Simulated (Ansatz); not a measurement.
# [S5]2-: the relaxed shape and its frontier levels

What does [S5]2- look like as a singlet, and where do its frontier electrons sit?

The runs use Ansatz 0.2.0, Gaussian basis; RKS PBE0-D4/def2-TZVPD.

Plan: relaxation at PBE-D4/def2-SVPD; a search for the lowest solution at PBE0-D4/def2-SVP; a single point at PBE0-D4/def2-TZVPD.

### Step 1. Where the work starts

5 atoms, charge -2, spin multiplicity 1.

Atoms are counted from 1 here; the program's logs count them from 0.

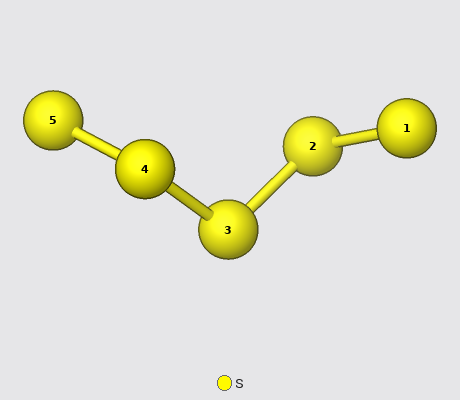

Start geometry, drawn with sulfur yellow; atoms are numbered from 1 in the order of the file.

Coordinates:

```
atom    x (Å)    y (Å)    z (Å)
  S1   1.1442  -1.7248   2.0917
  S2   0.5288  -1.6122   0.2133
  S3  -1.1220  -0.3478   0.0100
  S4  -0.4977   1.6333  -0.2151
  S5  -0.0532   2.0515  -2.0999
```

The ion is computed in the gas phase, without counter-ions or solvent.

The start is a GFN2-xTB (ALPB water) geometry.

### Step 2. Optimising with PBE-D4/def2-SVPD

in.yaml reads:

```yaml
crystal:
  periodic: [false, false, false]
  atoms:
    - {symbol: S, position_ang: [1.144150, -1.724750, 2.091660]}
    - {symbol: S, position_ang: [0.528790, -1.612230, 0.213310]}
    - {symbol: S, position_ang: [-1.121990, -0.347810, 0.010040]}
    - {symbol: S, position_ang: [-0.497730, 1.633310, -0.215110]}
    - {symbol: S, position_ang: [-0.053220, 2.051480, -2.099900]}
basis:
  gaussian: {orbitals: def2-SVPD}
total_charge: -2
hamiltonian: {xc: pbe, dispersion: d4}
scf: {lower_state_search: "off"}
output: {orbitals: {seedname: orbitals}}
relax: {f_tol: 0.02, max_steps: 100}
```

Started as:

```
$ ansatz run in.yaml --threads 4 --pin off --events-out ev --progress --plain --max-ram 3916MiB
```

Log (excerpt; [...] marks lines left out):

```text
Functional definition: PBE
  name "PBE"
  cite "Perdew, Burke & Ernzerhof, Phys. Rev. Lett. 77, 3865 (1996) doi:10.1103/PhysRevLett.77.3865"
  parent pbe
[...]
1350 factors; their error is unknown
[...]
mean field -54138.54310960 eV, -1989.5547628553 hartree, gradient 7.3e-6 eV, S^2 0.000000; 0 other end points of the search recorded, 0 dependent functions left out
[...]
reference -54138.54314678 eV, -1989.5547642217 hartree; 41, 41 occupied and 94, 94 virtual orbitals, 1350 factors
relax step   1: F+E_penalty+E_count = -54138.84325862 eV  Δ(F+E_penalty+E_count) = +0.000e0 eV  max|allowed force component| = 1.995e0 eV/Å  Δτ_max = 0.0000 Å  (18 SCF iters, accepted)
[...]
relax step   6: F+E_penalty+E_count = -54139.17773617 eV  Δ(F+E_penalty+E_count) = -1.943e-3 eV  max|allowed force component| = 2.823e-2 eV/Å  Δτ_max = 0.0344 Å  (22 SCF iters, accepted)
[...]
relax step   7: F+E_penalty+E_count = -54139.17787868 eV  Δ(F+E_penalty+E_count) = -1.425e-4 eV  max|allowed force component| = 7.666e-3 eV/Å  Δτ_max = 0.0079 Å  (22 SCF iters, accepted)
Total energy: -54139.17791780 eV, -1989.5780916262 hartree
Atom 0 at     1.162661    -1.994877     2.306315 Å, force     0.000055    -0.001110    -0.002287 eV/Å
Atom 1 at     0.580322    -1.745772     0.315436 Å, force    -0.005149     0.003383     0.003295 eV/Å
Atom 2 at    -1.022363    -0.319009     0.005646 Å, force     0.007666     0.000553    -0.000822 eV/Å
Atom 3 at    -0.518621     1.764258    -0.315869 Å, force    -0.001823    -0.002600    -0.002274 eV/Å
Atom 4 at    -0.202000     2.295400    -2.311528 Å, force    -0.000748    -0.000226     0.002088 eV/Å
Dipole moment:    -0.370171    -0.115429     0.002056 e Å
Checks for a lower state left out: stability, starts, cluster_reference, orbital_swaps, neighbouring_geometries, increment
```

It took 8 s on 4 threads of Arm Neoverse V1, shared host.

Step by step:

```
step  energy from step 1 (eV)  largest force component (eV/Å)
   1                   0.0000                          1.9948
   2                  -0.3112                          0.2511
   3                  -0.3297                          0.0845
   4                  -0.3300                          0.0502
   5                  -0.3325                          0.1178
   6                  -0.3345                          0.0282
   7                  -0.3346                          0.0077
```

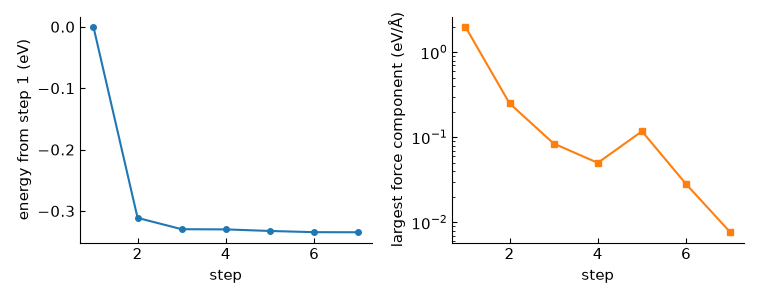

Energy and largest force along the relaxation.

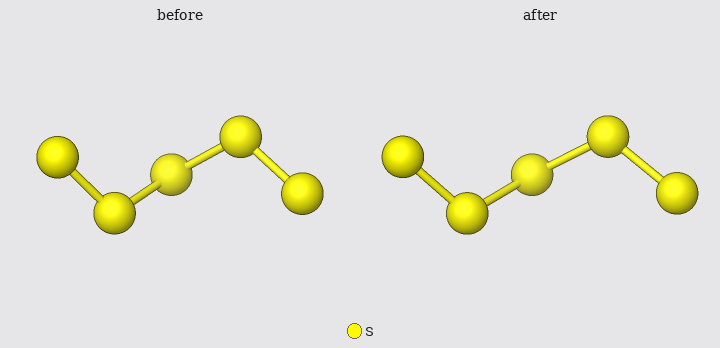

The geometry before (left) and after (right).

Close pairs (by a distance rule), those that changed most:

```
 bond  before (Å)  after (Å)  change (Å)
S1–S2       1.980      2.089      +0.109
S4–S5       1.981      2.089      +0.108
S2–S3       2.089      2.168      +0.079
S3–S4       2.089      2.167      +0.078
```

Bonds by kind at the end (by distance):

```
bond  count  shortest (Å)  longest (Å)
 S–S      4         2.089        2.168
```

### Step 3. Searching for the lowest solution, PBE0-D4/def2-SVP

start.molden holds the orbitals of an earlier run on this state, given as this run's starting guess.

in.yaml reads:

```yaml
crystal:
  periodic: [false, false, false]
  atoms:
    - {symbol: S, position_ang: [1.162661, -1.994877, 2.306315]}
    - {symbol: S, position_ang: [0.580322, -1.745772, 0.315436]}
    - {symbol: S, position_ang: [-1.022363, -0.319009, 0.005646]}
    - {symbol: S, position_ang: [-0.518621, 1.764258, -0.315869]}
    - {symbol: S, position_ang: [-0.202000, 2.295400, -2.311528]}
basis:
  gaussian: {orbitals: def2-SVP, initial_orbitals: start.molden}
total_charge: -2
hamiltonian: {xc: pbe0, dispersion: d4}
output: {orbitals: {seedname: orbitals}}
```

The command is unchanged.

Log:

```text
Functional definition: PBE0
  name "PBE0"
  cite "Adamo & Barone, J. Chem. Phys. 110, 6158 (1999) doi:10.1063/1.478522"
  cite "Perdew, Burke & Ernzerhof, Phys. Rev. Lett. 77, 3865 (1996) doi:10.1103/PhysRevLett.77.3865"
  parent pbe
  parameter a = 0.25
  parameter kappa = 0.804
  parameter beta = 0.06672455060314922
  exchange = (1 - a)*pbe_x(kappa = kappa, mu = beta*pi^2/3) + a*exact_x
  correlation = pbe_c(beta = beta)
803 factors; integrals over basis functions are off by at most 1.1e-3 eV
mean field evaluation 1: about -54139.9868 eV, gradient 1.2e1 eV
mean field evaluation 2: about -54140.5249 eV, gradient 4.5e-1 eV
mean field evaluation 4: about -54140.5362 eV, gradient 5.2e-2 eV
mean field evaluation 8: about -54140.5362 eV, gradient 1.3e-5 eV
mean field evaluation 16: about -54140.5360 eV, gradient 2.4e-1 eV
mean field -54140.53622885 eV, -1989.6280086369 hartree, gradient 1.3e-5 eV, S^2 0.000000; 1 other end points of the search recorded, 0 dependent functions left out
reference -54140.53624628 eV, -1989.6280092774 hartree; 41, 41 occupied and 49, 49 virtual orbitals, 803 factors
Total energy: -54140.77276106 eV, -1989.6367010351 hartree
```

Wall time 1.4 s (4 threads of Arm Neoverse V1, shared host).

From the report: HOMO 3.58 eV, LUMO 6.91 eV. Doubts: highest occupied level lies above zero.

### Step 4. Single point, PBE0-D4/def2-TZVPD

Edit in.yaml of step 3 so:

```diff
@@ -9,5 +9,6 @@
 basis:
-  gaussian: {orbitals: def2-SVP, initial_orbitals: start.molden}
+  gaussian: {orbitals: def2-TZVPD, initial_orbitals: start.molden}
 total_charge: -2
 hamiltonian: {xc: pbe0, dispersion: d4}
+scf: {omitted_lower_state_checks: [starts]}
 output: {orbitals: {seedname: orbitals}}
```

Launched as before.

Log:

```text
Functional definition: PBE0
  name "PBE0"
  cite "Adamo & Barone, J. Chem. Phys. 110, 6158 (1999) doi:10.1063/1.478522"
  cite "Perdew, Burke & Ernzerhof, Phys. Rev. Lett. 77, 3865 (1996) doi:10.1103/PhysRevLett.77.3865"
  parent pbe
  parameter a = 0.25
  parameter kappa = 0.804
  parameter beta = 0.06672455060314922
  exchange = (1 - a)*pbe_x(kappa = kappa, mu = beta*pi^2/3) + a*exact_x
  correlation = pbe_c(beta = beta)
these checks for a lower state are left out or cut short: starts
1575 factors; their error is unknown
mean field evaluation 1: about -54155.3664 eV, gradient 1.9e2 eV
mean field evaluation 2: about -54160.0514 eV, gradient 8.2e0 eV
mean field evaluation 4: about -54160.8430 eV, gradient 7.3e-3 eV
mean field -54160.98414797 eV, -1990.3794558043 hartree, gradient 2.3e-5 eV, S^2 0.000000; 0 other end points of the search recorded, 0 dependent functions left out
reference -54160.98418361 eV, -1990.3794571141 hartree; 41, 41 occupied and 189, 189 virtual orbitals, 1575 factors
Total energy: -54161.22069839 eV, -1990.3881488717 hartree
Checks for a lower state left out: starts
```

Wall time 5.5 s (4 threads of Arm Neoverse V1, shared host); peak memory 0.82 GiB.

HOMO 2.35 eV, LUMO 5.44 eV. Doubts: highest occupied level lies above zero.

Mulliken charges, from this run's orbitals:

```
atom  value (e)
  S1      -0.75
  S2      -0.15
  S3      -0.20
  S4      -0.15
  S5      -0.75
```

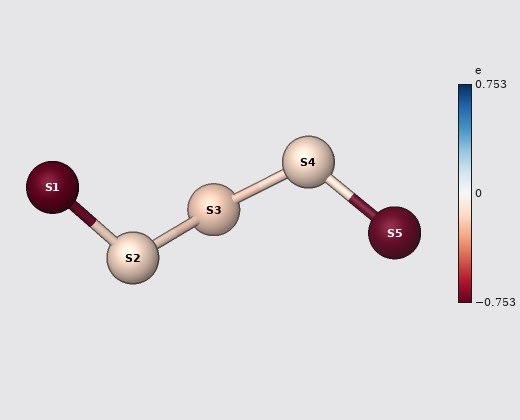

Mulliken charges, from this run's orbitals, as colours on the atoms.

Largest Mayer bond orders: S1–S2 1.10; S4–S5 1.10; S3–S4 0.99; S2–S3 0.99.

### Step 5. Results

| quantity | value |
| --- | --- |
| point group | C2 |
| commonest bond | S–S, 4 of mean length 2.128 Å |
| HOMO, LUMO at PBE0-D4/def2-TZVPD | 2.35, 5.44 eV |

What this shows: The molecule keeps its bonding pattern by the stored test; the atoms moved 0.25 Å (rms). No usable vibrations, so a minimum isn't proven. Doubts on the single point: highest occupied level lies above zero.

A small anion of this charge may not be bound in the gas phase; the finite basis can hold electrons that would leave.
